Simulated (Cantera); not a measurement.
Input: 1 mol S, 4.1 mol H2, 0.39 mol N2, equilibrated at 0.300 bar.

These are equilibrium values from Cantera (NASA tables, ideal gas, pure condensed phases), not measurements of a reactor. Candidate condensed phases: S; 15 gas species. Equilibrium is a limit: real reactors are often held back by kinetics, nucleation or transport.

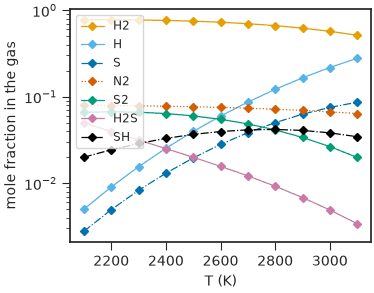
Equilibrium gas composition (values under 1e-9 drawn at 1e-9)

**Question.** Read off the mole fractions at 2900 K.

**Answer.** H2 about 0.62, H about 0.17, N2 about 0.069, S about 0.063, SH about 0.041, S2 about 0.034, H2S about 0.0068.
